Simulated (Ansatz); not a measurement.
# triplet BNH3Cl at 6 levels

We compute a comparison of 6 runs (U-wB97X/aug-cc-pVDZ, UB2PLYP/aug-cc-pVDZ, UPBE0/aug-cc-pVDZ, USVWN5/aug-cc-pVDZ, RPA@PBE0/aug-cc-pVDZ, UCCSD(T)/aug-cc-pVDZ) of triplet BNH3Cl. 

Program for the calculation: Ansatz 0.2.0.

61 further runs of the same task are left out: 61 set aside as unsound or not needed.

## (1) The system as given

The species is BNH3Cl (6 atoms), meant as a triplet with charge 0. SMILES of the parent species: `NBCl`. Geometry: relaxed at PBE0-D4/def2-TZVP. That shape belongs to the parent species and isn't relaxed for this state.

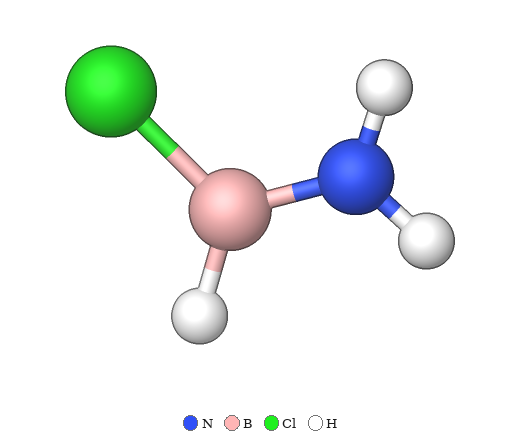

The structure, seen from a chosen angle (nitrogen blue, boron pink, chlorine green, hydrogen white).

## (2) The energy at U-wB97X/aug-cc-pVDZ (run 1)

Contents of run.yaml:

```yaml
crystal:
  periodic: [false, false, false]
  atoms:
    - symbol: "N"
      position_ang: [-0.395600, -0.007800, -0.658000]
    - symbol: B
      position_ang: [0.369600, -0.158900, 0.483700]
    - symbol: Cl
      position_ang: [0.529900, 1.189300, 1.616000]
    - symbol: H
      position_ang: [-0.511800, -0.749300, -1.326600]
    - symbol: H
      position_ang: [-0.878600, 0.844500, -0.888200]
    - symbol: H
      position_ang: [0.928800, -1.181900, 0.727100]
basis:
  gaussian: {orbitals: aug-cc-pVDZ}
magnetization: {spin_polarized: true, initial_magnetization: 2}
hamiltonian: {xc: {name: wB97X}}
accuracy: high
output: {orbitals: {seedname: orbitals}}
```

Launch:

```console
ansatz run run.yaml --threads 1 --pin off --max-ram 3480MiB --events-out events.jsonl --progress --plain --runs-dir runs
```

Standard output:

```text
Warning: RAYON_NUM_THREADS=1 ignored (pool sized by the plan → 1); use --threads N
Functional definition: wB97X
  name "wB97X"
  parameter omega = 0.3/bohr
  parameter cx = 0.157706
  parameter cx1 = 0.726479
  parameter cx2 = 1.04760
  parameter cx3 = -5.70635
  parameter cx4 = 13.2794
  parameter css1 = -4.33879
  parameter css2 = 18.2308
  parameter css3 = -31.7430
  parameter css4 = 17.2901
  parameter cos1 = 2.37031
  parameter cos2 = -11.3995
  parameter cos3 = 6.58405
  parameter cos4 = -3.78132
  exchange = spin_sum(e_x_unif_sr(omega)*poly(b97_u_x, 1 - cx, cx1, cx2, cx3, cx4)) + cx*exact_x_sr(omega)
      + exact_x_lr(omega)
  correlation = spin_sum(e_c_pw_same_spin*poly(b97_u_same, 1, css1, css2, css3, css4))
      + integral(e_c_pw_opposite_spin*poly(b97_u_opposite, 1, cos1, cos2, cos3, cos4))
1994 factors; integrals over basis functions are off by at most 3.2e-9 eV
465 factors; integrals over basis functions are off by at most 2.3e-9 eV
mean field evaluation 1: about -14726.0011 eV, gradient 3.9e1 eV
mean field evaluation 2: about -14718.9951 eV, gradient 5.4e1 eV
mean field evaluation 4: about -14732.6619 eV, gradient 3.3e0 eV
mean field evaluation 8: about -14732.8195 eV, gradient 5.8e-1 eV
mean field evaluation 16: about -14732.8339 eV, gradient 6.4e-2 eV
mean field evaluation 32: about -14733.4504 eV, gradient 3.2e0 eV
mean field -14733.51145990 eV, -541.4465594184 hartree, gradient 4.4e-8 eV, S^2 2.009708; 4 other end points of the search recorded, 0 dependent functions left out
reference -14733.51145716 eV, -541.4465593180 hartree; 17, 15 occupied and 83, 85 virtual orbitals, 1994 factors
Total energy: -14733.51145716 eV, -541.4465593180 hartree
```

Wall time 2.3 min (1 thread of Arm Neoverse V1, shared host); peak memory 0.83 GiB.

## (3) The energy at UB2PLYP/aug-cc-pVDZ (run 2)

Contents of input.yaml:

```yaml
crystal:
  periodic: [false, false, false]
  atoms:
    - {symbol: "N", position_ang: [-0.395600, -0.007800, -0.658000]}
    - {symbol: B, position_ang: [0.369600, -0.158900, 0.483700]}
    - {symbol: Cl, position_ang: [0.529900, 1.189300, 1.616000]}
    - {symbol: H, position_ang: [-0.511800, -0.749300, -1.326600]}
    - {symbol: H, position_ang: [-0.878600, 0.844500, -0.888200]}
    - {symbol: H, position_ang: [0.928800, -1.181900, 0.727100]}
basis:
  gaussian:
    orbitals: aug-cc-pVDZ
magnetization:
  spin_polarized: true
  initial_magnetization: 2
hamiltonian:
  xc: {name: B2PLYP}
correlation:
  frozen_orbitals: {B: 1, Cl: 5, H: 0, "N": 1}
accuracy: high
output: {orbitals: {seedname: orbitals}}
```

Launch:

```console
ansatz run input.yaml --threads 1 --pin off --max-ram 3480MiB --events-out events.jsonl --progress --plain --runs-dir runs
```

Standard output:

```text
Warning: RAYON_NUM_THREADS=1 ignored (pool sized by the plan → 1); use --threads N
Functional definition: B2PLYP
  name "B2PLYP"
  parameter a = 0.53
  parameter c = 0.27
  exchange = (1 - a)*b88_x + a*exact_x
  correlation = (1 - c)*lyp_c + c*(mp2_os + mp2_ss)
1994 factors; integrals over basis functions are off by at most 3.2e-9 eV
mean field evaluation 1: about -14715.8815 eV, gradient 4.1e1 eV
mean field evaluation 2: about -14715.9149 eV, gradient 4.1e1 eV
mean field evaluation 4: about -14722.4908 eV, gradient 1.3e1 eV
mean field evaluation 8: about -14723.6030 eV, gradient 6.6e-1 eV
mean field evaluation 16: about -14723.6257 eV, gradient 7.0e-2 eV
mean field evaluation 32: about -14724.5480 eV, gradient 3.1e-8 eV
mean field evaluation 64: about -14719.6462 eV, gradient 1.8e1 eV
mean field evaluation 96: about -14724.0450 eV, gradient 2.9e-1 eV
mean field -14724.54803496 eV, -541.1171596276 hartree, gradient 4.0e-8 eV, S^2 2.012768; 6 other end points of the search recorded, 0 dependent functions left out
7 core orbitals not correlated: weight in the atoms' cores, before any rotation towards them, 1.000 or more for the frozen orbitals, at most 0.000 for the correlated occupied ones
reference -14724.54805999 eV, -541.1171605475 hartree; 10, 8 occupied and 83, 85 virtual orbitals, 1994 factors
second order -12.89808550 eV of doubles, -0.00000000 eV of singles
Total energy: -14728.03054308 eV, -541.2451394404 hartree
```

Wall time 34 s (1 thread of Arm Neoverse V1, shared host); peak memory 0.55 GiB.

Run 3 isn't shown in full; the table further down has it.

## (4) A single-point energy at USVWN5/aug-cc-pVDZ (run 4)

Contents of in.yaml:

```yaml
crystal:
  periodic: [false, false, false]
  atoms:
    - {symbol: "N", position_ang: [-0.395600, -0.007800, -0.658000]}
    - {symbol: B, position_ang: [0.369600, -0.158900, 0.483700]}
    - {symbol: Cl, position_ang: [0.529900, 1.189300, 1.616000]}
    - {symbol: H, position_ang: [-0.511800, -0.749300, -1.326600]}
    - {symbol: H, position_ang: [-0.878600, 0.844500, -0.888200]}
    - {symbol: H, position_ang: [0.928800, -1.181900, 0.727100]}
basis:
  gaussian:
    orbitals: aug-cc-pVDZ
magnetization:
  spin_polarized: true
  initial_magnetization: 2
accuracy: high
output: {orbitals: {seedname: orbitals}}
hamiltonian:
  xc: {name: SVWN5}
```

Launch:

```console
ansatz run in.yaml --threads 1 --pin off --max-ram 3480MiB --events-out events.jsonl --progress --plain --runs-dir runs
```

Standard output:

```text
Warning: RAYON_NUM_THREADS=1 ignored (pool sized by the plan → 1); use --threads N
Functional definition: SVWN5
  name "SVWN5"
  exchange = slater_x
  correlation = vwn5_c
1994 factors; integrals over basis functions are off by at most 3.2e-9 eV
mean field evaluation 1: about -14654.8380 eV, gradient 6.1e1 eV
mean field evaluation 2: about -14503.7136 eV, gradient 1.3e2 eV
mean field evaluation 4: about -14670.0677 eV, gradient 2.4e1 eV
mean field evaluation 8: about -14672.4072 eV, gradient 1.3e1 eV
mean field evaluation 16: about -14673.7442 eV, gradient 2.1e0 eV
mean field evaluation 32: about -14670.8775 eV, gradient 1.2e1 eV
mean field evaluation 64: about -14672.8077 eV, gradient 3.5e0 eV
mean field -14673.77562079 eV, -539.2513078219 hartree, gradient 3.3e-8 eV, S^2 2.002356; 8 other end points of the search recorded, 0 dependent functions left out
reference -14673.77562602 eV, -539.2513080138 hartree; 17, 15 occupied and 83, 85 virtual orbitals, 1994 factors
Total energy: -14673.77562602 eV, -539.2513080138 hartree
```

Wall time 14 s (1 thread of Arm Neoverse V1, shared host); peak memory 0.32 GiB.

Run 5 isn't shown in full; the table further down has it.

## (5) A single-point energy at UCCSD(T)/aug-cc-pVDZ (run 6)

Changes to input.yaml since step 3:

```diff
@@ -10,12 +10,6 @@
 basis:
-  gaussian:
-    orbitals: aug-cc-pVDZ
-magnetization:
-  spin_polarized: true
-  initial_magnetization: 2
-hamiltonian:
-  xc: {name: B2PLYP}
-correlation:
-  frozen_orbitals: {B: 1, Cl: 5, H: 0, "N": 1}
+  gaussian: {orbitals: aug-cc-pVDZ}
+magnetization: {spin_polarized: true, initial_magnetization: 2}
+correlation: {method: ccsd_t, frozen_orbitals: {B: 1, Cl: 5, H: 0, "N": 1}}
 accuracy: high
-output: {orbitals: {seedname: orbitals}}
+scf: {omitted_lower_state_checks: [cluster_reference, increment]}
```

Launch:

```console
ansatz run input.yaml --threads 1 --pin off --max-ram 3480MiB --events-out events.jsonl --progress --plain --runs-dir runs
```

Standard output:

```text
Warning: RAYON_NUM_THREADS=1 ignored (pool sized by the plan → 1); use --threads N
Functional definition: HF
  name "HF"
  exchange = exact_x
  correlation = 0
these checks for a lower state are left out or cut short: cluster_reference, increment
1994 factors; integrals over basis functions are off by at most 3.2e-9 eV
mean field evaluation 1: about -14696.1501 eV, gradient 2.8e1 eV
mean field evaluation 2: about -14696.1988 eV, gradient 2.8e1 eV
mean field evaluation 4: about -14699.9906 eV, gradient 2.7e0 eV
mean field evaluation 8: about -14700.1183 eV, gradient 5.2e-1 eV
mean field evaluation 16: about -14700.1559 eV, gradient 1.6e-1 eV
mean field evaluation 32: about -14700.1593 eV, gradient 1.0e-4 eV
mean field evaluation 64: about -14700.9078 eV, gradient 6.0e0 eV
mean field evaluation 96: about -14701.5739 eV, gradient 1.2e0 eV
mean field evaluation 128: about -14700.4912 eV, gradient 6.9e0 eV
mean field evaluation 160: about -14700.1573 eV, gradient 1.4e-1 eV
mean field -14701.62058008 eV, -540.2745912016 hartree, gradient 2.5e-8 eV, S^2 2.022921; 9 other end points of the search recorded, 0 dependent functions left out
7 core orbitals not correlated: weight in the atoms' cores, before any rotation towards them, 1.000 or more for the frozen orbitals, at most 0.000 for the correlated occupied ones
reference -14701.62058008 eV, -540.2745912016 hartree; 10, 8 occupied and 83, 85 virtual orbitals, 1994 factors
second order -10.25594809 eV of doubles, -0.00000000 eV of singles
cycle   1  -11.01767697 eV  change   -7.6e-1 eV  update   8.0e-2
cycle   2  -11.30418962 eV  change   -2.9e-1 eV  update   2.9e-2
cycle   3  -11.36776142 eV  change   -6.4e-2 eV  update   2.8e-2
cycle   4  -11.39330087 eV  change   -2.6e-2 eV  update   2.0e-2
cycle   5  -11.40233606 eV  change   -9.0e-3 eV  update   1.4e-2
cycle   6  -11.41668851 eV  change   -1.4e-2 eV  update   8.0e-3
cycle   7  -11.41942037 eV  change   -2.7e-3 eV  update   2.9e-3
cycle   8  -11.41989134 eV  change   -4.7e-4 eV  update   1.0e-3
cycle   9  -11.41984084 eV  change    5.0e-5 eV  update   4.5e-4
cycle  10  -11.41981778 eV  change    2.3e-5 eV  update   2.3e-4
cycle  11  -11.41982500 eV  change   -7.2e-6 eV  update   1.1e-4
cycle  12  -11.41992057 eV  change   -9.6e-5 eV  update   5.2e-5
cycle  13  -11.41990034 eV  change    2.0e-5 eV  update   2.5e-5
cycle  14  -11.41990923 eV  change   -8.9e-6 eV  update   1.2e-5
cycle  15  -11.41990018 eV  change    9.1e-6 eV  update   5.7e-6
cycle  16  -11.41989936 eV  change    8.2e-7 eV  update   2.7e-6
cycle  17  -11.41990070 eV  change   -1.3e-6 eV  update   1.1e-6
cycle  18  -11.41990142 eV  change   -7.2e-7 eV  update   5.6e-7
cycle  19  -11.41990174 eV  change   -3.2e-7 eV  update   3.9e-7
cycle  20  -11.41990168 eV  change    5.1e-8 eV  update   3.1e-7
cycle  21  -11.41990156 eV  change    1.2e-7 eV  update   2.6e-7
cycle  22  -11.41990146 eV  change    1.1e-7 eV  update   2.2e-7
cycle  23  -11.41990143 eV  change    3.2e-8 eV  update   1.7e-7
cycle  24  -11.41990144 eV  change   -1.4e-8 eV  update   1.1e-7
cycle  25  -11.41990150 eV  change   -6.1e-8 eV  update   7.3e-8
cycle  26  -11.41990153 eV  change   -3.2e-8 eV  update   4.6e-8
cycle  27  -11.41990155 eV  change   -1.4e-8 eV  update   3.4e-8
cycle  28  -11.41990146 eV  change    8.6e-8 eV  update   8.4e-8
cycle  29  -11.41990146 eV  change    1.1e-9 eV  update   2.5e-8
cycle  30  -11.41990146 eV  change    5.9e-9 eV  update   1.4e-8
cycle  31  -11.41990145 eV  change    5.6e-9 eV  update   1.2e-8
cycle  32  -11.41990144 eV  change    1.1e-8 eV  update   9.5e-9
cycle  33  -11.41990143 eV  change    8.3e-9 eV  update   7.1e-9
cycle  34  -11.41990143 eV  change    1.6e-9 eV  update   4.4e-9
cycle  35  -11.41990143 eV  change   -1.3e-9 eV  update   3.3e-9
cycle  36  -11.41990143 eV  change   -1.1e-9 eV  update   2.6e-9
cycle  37  -11.41990143 eV  change   -1.4e-9 eV  update   1.9e-9
cycle  38  -11.41990143 eV  change  -7.6e-10 eV  update   1.0e-9
perturbative correction -0.34208819 eV, -0.0125715091 hartree
Total energy: -14713.38256970 eV, -540.7068363477 hartree
Checks for a lower state left out: cluster_reference, increment
```

Wall time 2.1 min (1 thread of Arm Neoverse V1, shared host); peak memory 1.4 GiB.

## (6) Overview of the runs

| run | level | frozen core orbitals | energy (Eh) | HOMO energy (eV) | ⟨S²⟩ | wall time |
| --- | --- | --- | --- | --- | --- | --- |
| 1 | U-wB97X/aug-cc-pVDZ | – | -541.446559 | -4.54 | 2.010 | 2.3 min |
| 2 | UB2PLYP/aug-cc-pVDZ | 7 | -541.245139 | -3.32 | 2.013 | 34 s |
| 3 | UPBE0/aug-cc-pVDZ | – | -541.232555 | -2.43 | 2.009 | 27 s |
| 4 | USVWN5/aug-cc-pVDZ | – | -539.251308 | -1.45 | 2.002 | 14 s |
| 5 | RPA@PBE0/aug-cc-pVDZ | 7 | -540.850075 | – | 2.009 | 51 s |
| 6 | UCCSD(T)/aug-cc-pVDZ | 7 | -540.706836 | – | 2.023 | 2.1 min |

## (7) Results

```
                                          quantity          value
                               run 6: total energy  -540.70684 Eh
run 6: correlation energy (7 core orbitals frozen)     -432.2 mEh
                             run 6: (T) correction     -12.57 mEh
          run 6: ⟨S²⟩ of the reference determinant          2.023
                              run 6: T1 diagnostic          0.037
```

What this shows: Totals of different functionals can't be ranked against each other. All runs together took 6.4 min, the longest 2.3 min.
